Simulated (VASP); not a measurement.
# A VASP study of ZnP2Pd2 (vdW-DF-cx): structure first, properties next

Aim: relax ZnP2Pd2, then compute properties on the relaxed cell. The steps: rough relaxation of the start cell, relaxing cell and atoms (vdW-DF-cx), density, ELF and potential (vdW-DF-cx), bands along the symmetry lines (vdW-DF-cx), total and projected DOS (vdW-DF-cx), core-level energies (vdW-DF-cx), electric field gradients (vdW-DF-cx) and density of states (vdW-DF-cx), changed input. The cell is invented: it takes the structure of a Materials Project entry for EuP2Pd2 (space group 139 there), with some of its atoms replaced by other elements, volume scaled by an estimate. It may not be a known or stable phase.

Method: vdW-DF-cx; plane waves and PAW (Pd, Zn, P); invented cell, in VASP 6.6.1.

**1. The starting structure**

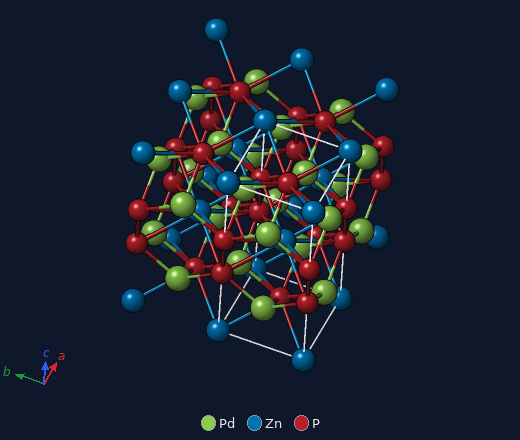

The cell as given, from a free direction (palladium green, zinc blue, phosphorus red). 2×2×1 cells are drawn. This picture shows the conventional cell, with its axes. Some periodic images of atoms are drawn too.

Coordinates:

```xyz
5
Lattice="-2.0025 2.0025 4.6865 2.0025 -2.0025 4.6865 2.0025 2.0025 -4.6865" Properties=species:S:1:pos:R:3 pbc="T T T"
Pd    2.0025    0.0000    2.3432
Pd    0.0000    2.0025    2.3432
Zn    0.0000    0.0000    0.0000
P     0.0000    0.0000    3.6323
P     0.0000    0.0000    5.7407
```

**2. Rough relaxation of the start cell**

The start is only an estimate, so a cheap relaxation brings it near a minimum before any careful run. vdW-DF-cx takes its exchange from the same plasmon model as its correlation. LUSE_VDW switches on a nonlocal correlation term for dispersion.

Input file INCAR:

```
SYSTEM = ZnP2Pd2
PREC = Normal
ENCUT = 400
EDIFF = 1E-05
NELM = 60
ISMEAR = 0
SIGMA = 0.05
LREAL = .FALSE.
ALGO = Fast
GGA = CX
AGGAC = 0
LUSE_VDW = .TRUE.
LASPH = .TRUE.
NBANDS = 27
LORBIT = 11
LWAVE = .FALSE.
LCHARG = .FALSE.
KPAR = 2
IBRION = 2
NSW = 40
ISIF = 3
EDIFFG = -0.04
```

Input file POSCAR:

```
ZnP2Pd2
1.0
   -2.0025060000      2.0025060000      4.6864860000
    2.0025060000     -2.0025060000      4.6864860000
    2.0025060000      2.0025060000     -4.6864860000
Pd Zn P
2 1 2
Direct
    0.2500000000      0.7500000000      0.5000000000
    0.7500000000      0.2500000000      0.5000000000
    0.0000000000      0.0000000000      0.0000000000
    0.3875309400      0.3875309400      0.0000000000
    0.6124690600      0.6124690600      0.0000000000
```

Input file KPOINTS:

```
Automatic mesh
0
Gamma
6 6 6
0 0 0
```

Potentials, in the order of the species: Pd, Zn and P (PBE family, release 64).

Launch:

```sh
mpirun -np 2 vasp_std
```

What it wrote:

```text
[banner, memory and clock lines left out]
running    2 mpi-ranks, on    1 nodes
 distrk:  each k-point on    1 cores,    2 groups
 distr:  one band on    1 cores,    1 groups

 POSCAR found type information on POSCAR PdZnP
 POSCAR found :  3 types and       5 ions
|                                                                             |
|               ----> ADVICE to this user running VASP <----                  |
|                                                                             |
|     You have switched on vdW-DFT.                                           |
|     This routine was written and supplied by Jiri Klimes. We recommend      |
|     that you carefully read and cite the following publications:            |
|       J. Klimes, D.R. Bowler, A. Michelides                                 |
|          J. Phys.: Cond Matt. 22 022201 (2010)                              |
|       J. Klimes, D.R. Bowler, A. Michelides                                 |
|          Phys. Rev. B. 83, 195131 (2011)                                    |
|     and references therein.                                                 |
|                                                                             |

|                                                                             |
|               ----> ADVICE to this user running VASP <----                  |
|                                                                             |
|     You enforced a specific xc type in the INCAR file but a different       |
|     [... a line on the potential file left out ...]
|     I HOPE YOU KNOW WHAT YOU ARE DOING!                                     |
|                                                                             |

 LDA part: xc-table for (Slater+PW92), standard interpolation
 POSCAR, INCAR and KPOINTS ok, starting setup
 FFT: planning ... GRIDC
 FFT: planning ... GRID_SOFT
 FFT: planning ... GRID
 WAVECAR not read
 entering main loop
       N       E                     dE             d eps       ncg     rms          rms(c)
DAV:   1     0.268388495543E+03    0.26839E+03   -0.17398E+04  1620   0.144E+03
DAV:   2     0.507229400082E+01   -0.26332E+03   -0.25398E+03  1684   0.331E+02
DAV:   3    -0.130101573058E+02   -0.18082E+02   -0.17645E+02  1928   0.913E+01
DAV:   4    -0.134403919536E+02   -0.43023E+00   -0.42749E+00  1927   0.134E+01
DAV:   5    -0.134491371910E+02   -0.87452E-02   -0.87365E-02  1934   0.198E+00    0.185E+01
RMM:   6    -0.124996173791E+02    0.94952E+00   -0.39364E+00  1620   0.132E+01    0.107E+01
RMM:   7    -0.123677727308E+02    0.13184E+00   -0.59020E-01  1620   0.541E+00    0.476E+00
RMM:   8    -0.123311153877E+02    0.36657E-01   -0.19321E-01  1620   0.279E+00    0.997E-01
RMM:   9    -0.123296406274E+02    0.14748E-02   -0.31973E-02  1641   0.109E+00    0.204E-01
RMM:  10    -0.123297768700E+02   -0.13624E-03   -0.74727E-03  1666   0.509E-01    0.219E-01
RMM:  11    -0.123301305775E+02   -0.35371E-03   -0.32971E-03  1621   0.470E-01    0.159E-01
RMM:  12    -0.123298845657E+02    0.24601E-03   -0.12139E-03  1630   0.294E-01    0.234E-02
RMM:  13    -0.123299131134E+02   -0.28548E-04   -0.33821E-04  1708   0.933E-02    0.250E-02
RMM:  14    -0.123299240370E+02   -0.10924E-04   -0.56092E-05  1273   0.448E-02    0.472E-02
RMM:  15    -0.123299164596E+02    0.75774E-05   -0.15916E-05   986   0.304E-02
   1 F= -.12329916E+02 E0= -.12327157E+02  d E =-.123299E+02
 curvature:   0.00 expect dE= 0.000E+00 dE for cont linesearch  0.000E+00
 trial: gam= 0.00000 g(F)=  0.123E-01 g(S)=  0.282E+00 ort = 0.000E+00 (trialstep = 0.100E+01)
 search vector abs. value=  0.295E+00
 bond charge predicted
       N       E                     dE             d eps       ncg     rms          rms(c)
DAV:   1    -0.154274635966E+02   -0.30975E+01   -0.53662E+01  1697   0.896E+01    0.124E+01
RMM:   2    -0.128241143276E+02    0.26033E+01   -0.11360E+01  1620   0.276E+01    0.643E+00
RMM:   3    -0.124548846964E+02    0.36923E+00   -0.99433E-01  1620   0.721E+00    0.357E+00
RMM:   4    -0.123607277845E+02    0.94157E-01   -0.26193E-01  1620   0.293E+00    0.181E+00
RMM:   5    -0.123448479422E+02    0.15880E-01   -0.57641E-02  1620   0.132E+00    0.474E-01
RMM:   6    -0.123440400643E+02    0.80788E-03   -0.12170E-02  1674   0.808E-01    0.189E-01
RMM:   7    -0.123440918565E+02   -0.51792E-04   -0.23408E-03  1666   0.320E-01    0.832E-02
RMM:   8    -0.123441401626E+02   -0.48306E-04   -0.71825E-04  1728   0.193E-01    0.309E-02
RMM:   9    -0.123441476572E+02   -0.74945E-05   -0.27371E-04  1612   0.123E-01    0.170E-02
RMM:  10    -0.123441533338E+02   -0.56767E-05   -0.87849E-05  1437   0.576E-02
   2 F= -.12344153E+02 E0= -.12342668E+02  d E =-.142369E-01
[...]
3 F= -.12400930E+02 E0= -.12398701E+02  d E =-.710140E-01
[...]
4 F= -.12434253E+02 E0= -.12433405E+02  d E =-.333222E-01
[...]
5 F= -.12499258E+02 E0= -.12498478E+02  d E =-.983278E-01
[...]
6 F= -.12468461E+02 E0= -.12466918E+02  d E =-.675309E-01
[...]
7 F= -.12505474E+02 E0= -.12503772E+02  d E =-.104544E+00
[...]
8 F= -.12499780E+02 E0= -.12498750E+02  d E =0.569481E-02
 trial-energy change:    0.005695  1 .order    0.005965   -0.048498    0.060428
 step:   0.5565(harm=  0.5519)  dis= 0.01910  next Energy=   -12.516385 (dE=-0.109E-01)
 bond charge predicted
       N       E                     dE             d eps       ncg     rms          rms(c)
DAV:   1    -0.125820381220E+02   -0.82258E-01   -0.16440E+00  1672   0.123E+01    0.188E+00
RMM:   2    -0.125258815674E+02    0.56157E-01   -0.33143E-01  1620   0.443E+00    0.908E-01
RMM:   3    -0.125181494861E+02    0.77321E-02   -0.35412E-02  1620   0.123E+00    0.461E-01
RMM:   4    -0.125164446582E+02    0.17048E-02   -0.70984E-03  1629   0.474E-01    0.178E-01
RMM:   5    -0.125163182744E+02    0.12638E-03   -0.10979E-03  1634   0.213E-01    0.676E-02
RMM:   6    -0.125163027449E+02    0.15530E-04   -0.27815E-04  1671   0.101E-01    0.229E-02
RMM:   7    -0.125163043225E+02   -0.15776E-05   -0.63547E-05  1441   0.638E-02
   9 F= -.12516304E+02 E0= -.12515243E+02  d E =-.108300E-01
 curvature:  -0.44 expect dE=-0.355E-03 dE for cont linesearch -0.806E-06
 trial: gam= 0.08874 g(F)=  0.330E-04 g(S)=  0.780E-03 ort =-0.338E-03 (trialstep = 0.110E+01)
 search vector abs. value=  0.124E-02
 reached required accuracy - stopping structural energy minimisation
```

The job ended after 5 min (2 MPI ranks of Intel Xeon 6975P-C (Granite Rapids), shared host; peak memory 0.69 GiB; 9.3 min of CPU time).

The logs omit lines about the potential files and the build; timing stands in the text.

From OUTCAR (step 2):

```text
ion  position               nearest neighbor table
   1  0.250  0.750  0.500-   5 2.38   4 2.38   4 2.38   5 2.38   2 2.83   2 2.83   2 2.83   2 2.83
                             3 3.08   3 3.08   3 3.08   3 3.08
   2  0.750  0.250  0.500-   5 2.38   4 2.38   4 2.38   5 2.38   1 2.83   1 2.83   1 2.83   1 2.83
                             3 3.08   3 3.08   3 3.08   3 3.08
   3  0.000  0.000  0.000-   2 3.08   1 3.08   2 3.08   1 3.08   1 3.08   2 3.08   1 3.08   2 3.08

  LATTYP: Found a body centered tetragonal cell.
 ALAT       =     4.0050120000
 C/A-ratio  =     2.3403105908

 Subroutine GETGRP returns: Found 16 space group operations
 (whereof 16 operations were pure point group operations)

The static configuration has the point symmetry D_4h.

 Found     30 irreducible k-points:

   k-points           NKPTS =     30   k-points in BZ     NKDIM =     30   number of bands    NBANDS=     27

   dimension x,y,z NGX =    28 NGY =   28 NGZ =   28
   dimension x,y,z NGXF=    56 NGYF=   56 NGZF=   56

   ENCUT  =  400.0 eV  29.40 Ry    5.42 a.u.   8.93  8.93  8.93*2*pi/ulx,y,z

   NELECT =      42.0000    total number of electrons

 k-points in reciprocal lattice and weights: Automatic mesh
   0.00000000  0.00000000  0.00000000       0.005
   0.16666667  0.00000000  0.00000000       0.037
   0.33333333 -0.00000000  0.00000000       0.037
   0.50000000  0.00000000 -0.00000000       0.019
   0.16666667  0.16666667  0.00000000       0.037
   0.33333333  0.16666667  0.00000000       0.074
   0.50000000  0.16666667 -0.00000000       0.074
  -0.33333333  0.16666667 -0.00000000       0.074
  -0.16666667  0.16666667  0.00000000       0.019
[...]
-0.33333333 -0.33333333  0.33333333       0.009
   0.50000000  0.50000000  0.50000000       0.005

 average (electrostatic) potential at core
       1 -73.4444       2 -73.4444       3 -31.3673       4 -81.7371       5 -81.7371

 E-fermi :   8.0222

 k-point     1 :       0.0000    0.0000    0.0000
  band No.  band energies     occupation
    ...
     17       5.1075      2.00000
     18       6.0551      2.00000
     19       6.7675      2.00000
     20       6.7675      2.00000
     21       7.5596      2.00000
     22       8.1059      0.01787
     23       8.1059      0.01787
     24      10.7648      0.00000
     25      11.2822      0.00000
     26      12.1393      0.00000
    ...

 k-point     2 :       0.1667    0.0000    0.0000
  band No.  band energies     occupation
    ...
     18       5.4644      2.00000
     19       5.8261      2.00000
     20       7.2706      2.00000
     21       7.8675      1.99999
     22       7.9509      1.95613
     23       8.3342      0.00000
     24      10.7966      0.00000
     25      11.2663      0.00000
     26      12.3732      0.00000
     27      12.6916      0.00000

 k-point     3 :       0.3333   -0.0000    0.0000
  band No.  band energies     occupation
    ...
     17       4.7442      2.00000
     18       4.8202      2.00000
     19       6.0278      2.00000
     20       7.5357      2.00000
     21       8.0367      0.68061
     22       8.6756      0.00000
     23       8.8505      0.00000
     24       9.9865      0.00000
     25      11.7882      0.00000
     26      12.1122      0.00000
    ...

Total vdW correction in eV:      7.3327689

  Total        0.1971970      0.1971970      0.0557094      0.0000000     -0.0000000      0.0000000
  in kB        4.0134689      4.0134689      1.1338312      0.0000000     -0.0000000      0.0000000
  external PRESSURE =       3.0535896 kB  Pullay stress =       0.0000000 kB

  energy-cutoff  :      400.00
  volume of cell :       78.72
      direct lattice vectors                 reciprocal lattice vectors
    -2.128536110  2.128536110  4.343791416     0.000000000  0.234903227  0.115106816
     2.128536110 -2.128536110  4.343791416     0.234903227  0.000000000  0.115106816
     2.128536110  2.128536110 -4.343791416     0.234903227  0.234903227  0.000000000

 POSITION                                       TOTAL-FORCE (eV/Angst)
 -----------------------------------------------------------------------------------
      2.12854     -0.00000      2.17190        -0.000000     -0.000000      0.000000
     -0.00000      2.12854      2.17190        -0.000000     -0.000000      0.000000
      0.00000      0.00000     -0.00000        -0.000000     -0.000000     -0.000000
      0.00000      0.00000      3.28236         0.000000      0.000000     -0.018490
      0.00000      0.00000      5.40523        -0.000000     -0.000000      0.018490
 -----------------------------------------------------------------------------------
    total drift:                                0.000000     -0.000000      0.000000

  FREE ENERGIE OF THE ION-ELECTRON SYSTEM (eV)
  ---------------------------------------------------
  free  energy   TOTEN  =       -12.5163043225 eV

  energy  without entropy=      -12.5141811575  energy(sigma->0) =      -12.51524274

Total vdW correction in eV:      7.3325744

 reached required accuracy - stopping structural energy minimisation

 total charge
# of ion       s       p       d       tot
------------------------------------------
    1        0.483   0.593   8.599   9.675
    2        0.483   0.593   8.599   9.675
    3        0.589   0.235   9.759  10.582
    4        1.035   1.398   0.000   2.432
    5        1.035   1.398   0.000   2.432
--------------------------------------------------
tot          3.623   4.216  26.957  34.796

[... 3 further parts left out ...]
```

CONTCAR:

```
ZnP2Pd2
   1.00000000000000
    -2.1285361099197186    2.1285361099197186    4.3437914161384104
     2.1285361099197186   -2.1285361099197186    4.3437914161384104
     2.1285361099197186    2.1285361099197186   -4.3437914161384104
  Pd              Zn              P
     2     1     2
Direct
     0.2500000000000000    0.7500000000000000    0.5000000000000000
     0.7500000000000000    0.2500000000000000    0.5000000000000000
     0.0000000000000000    0.0000000000000000    0.0000000000000000
     0.3778216429989958    0.3778216429989958    0.0000000000000000
     0.6221783570010042    0.6221783570010042    0.0000000000000000
```

The k-mesh is coarse for a metal. This relaxation is a rough one on cheap settings, only to bring the start near its minimum. The PAW data sets were made with PBE, which is usual practice but a small mismatch for other functionals. The run keeps the 16 symmetry operations of its start, so it cannot find a distortion of lower symmetry.

The steps of the relaxation:

| step | energy less that of the first step (eV) | largest force (eV/Å) | pressure (GPa) | volume (Å³) |
| --- | --- | --- | --- | --- |
| 1 | 0.0000 | 0.3573 | 6.07 | 75.17 |
| 2 | -0.0142 | 0.9202 | -5.23 | 81.52 |
| 3 | -0.0710 | 0.3576 | -0.42 | 78.38 |
| 4 | -0.1043 | 0.3307 | -0.52 | 78.61 |
| 5 | -0.1693 | 0.2461 | -1.01 | 79.15 |
| 6 | -0.1385 | 0.3916 | -1.63 | 79.68 |
| 7 | -0.1756 | 0.4858 | -1.26 | 79.42 |
| 8 | -0.1699 | 0.5691 | 1.99 | 77.87 |
| 9 | -0.1864 | 0.0185 | 0.31 | 78.72 |

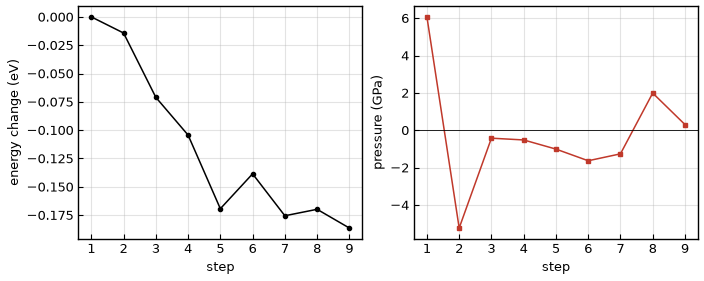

Energy and pressure along the relaxation.

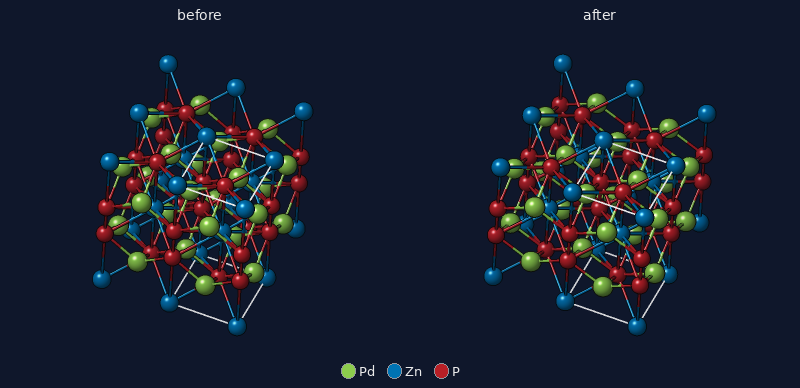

Before and after, at one scale.

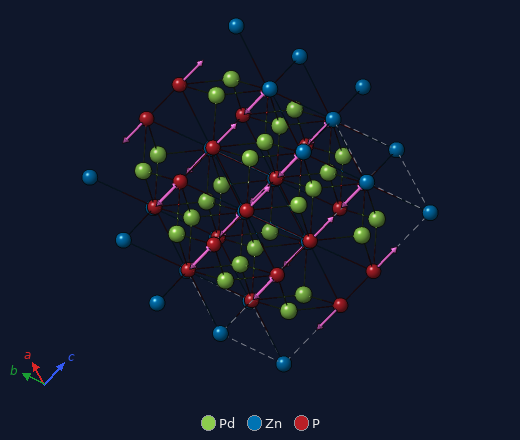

Displacements in the relaxation, exaggerated, measured against the changing cell; the longest in the cell stands for 0.08 Å. 2×2×1 conventional cells are drawn. Some periodic images of atoms are drawn too.

```
conventional cell, symmetrised  before  after  change
                         a (Å)   4.005  4.257  +6.3 %
                         b (Å)   4.005  4.257  +6.3 %
                         c (Å)   9.373  8.688  -7.3 %
              volume (Å³/atom)   15.03  15.74  +4.7 %
```

The atoms that moved most (Å, as changes of fractional coordinates times the final cell):

```csv
atom,dx,dy,dz,length
P5,0.000,0.000,0.084,0.084
P4,0.000,0.000,-0.084,0.084
```

The relaxed structure:

```xyz
5
Lattice="-2.1285 2.1285 4.3438 2.1285 -2.1285 4.3438 2.1285 2.1285 -4.3438" Properties=species:S:1:pos:R:3 pbc="T T T"
Pd    2.1285    0.0000    2.1719
Pd    0.0000    2.1285    2.1719
Zn    0.0000    0.0000    0.0000
P     0.0000    0.0000    3.2824
P     0.0000    0.0000    5.4052
```

This step gave:

```yaml
electrons: 42
bands: 27
irreducible_k_points: 30
symmetry_operations: 16
free_energy_toten: -12.52 eV
energy_at_zero_smearing: -12.52 eV
fermi_energy: 8.022 eV
pressure: 0.3054 GPa
metallic: yes
scf_cycles_over_all_ionic_steps: 86
```

It ends with a largest force of 0.018 eV/Å and a pressure of 0.31 GPa.

(Part 1 of 5 ends here.)

[Lines on the potential files, build, host, timing and source positions are cut from VASP's logs without a mark.]

[Logs are printed without paths, hosts, clocks, repeated set-up lines and the standing remarks that a program may print on its own settings, such as how far it seeks lower states.]

[Hosts, paths, dates, database ids (printed as entryN), source tags and the programs' standing remarks are cut or masked in the printed files.]

[A measured line is paired with the nearest computed mode of its activity, which favours agreement.]
